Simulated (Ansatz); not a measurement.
## Molecular dynamics, with input and output: GeH2Cl2

- system: GeH2Cl2
- method: RKS r2SCAN-D4/def2-SVP (Ansatz 0.2.0)

One setting was made poor on purpose. It belongs to a series of runs on one base structure; here: an input spoilt on purpose.

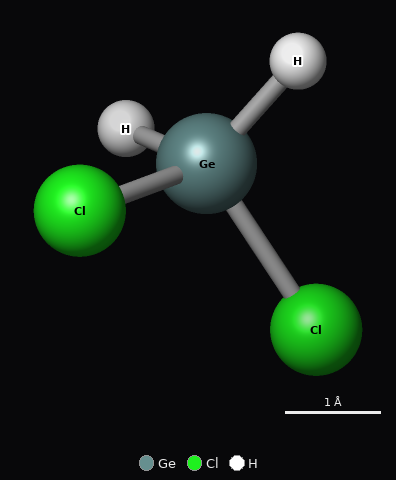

**Figure 1.** The starting structure (ball-and-stick view, seen at a tilt). Sticks mark near contacts.

The input:
```yaml
crystal:
  periodic: [false, false, false]
  atoms:
    - { symbol: Ge, position_ang: [-0.019376, 0.0, -0.013666] }
    - { symbol: Cl, position_ang: [-0.002055, 0.0, 2.139987] }
    - { symbol: Cl, position_ang: [2.017103, 0.0, -0.714577] }
    - { symbol: H, position_ang: [-0.681086, 1.29528, -0.481722] }
    - { symbol: H, position_ang: [-0.681086, -1.29528, -0.481722] }
basis:
  gaussian: { orbitals: def2-SVP }
hamiltonian:
  xc: r2scan
  dispersion: d4
md:
  timestep: 0.5
  n_steps: 25
  ensemble: nvt_langevin
  temperature: 300.0
  initial_velocities: maxwell_boltzmann
  seed: 942716
  temperature_schedule: [{ n_steps: 500, end_temperature: 100.0 }]
```

Hardware: 2 threads of Arm Neoverse V1, 24 GiB of memory available, shared host.

Run as:
```bash
ansatz run input.yaml --threads 2 --pin off --max-ram 3072MiB --backend cpu --events-out ev --progress --plain --runs-dir out
```

Output:
```
Error: invalid value for `md.temperature_schedule`: takes 500 steps (the sum of its n_steps), more than the run's md.n_steps: 25 — raise that, or shorten the schedule
```

Outcome:

```tsv
quantity	value
outcome	refused by the program
```

The program refused the input: “invalid value for `md.temperature_schedule`: takes 500 steps (the sum of its n_steps), more than the run's md.n_steps: 25 — raise that, or shorten the schedule” A deliberately poor setting: bad input.
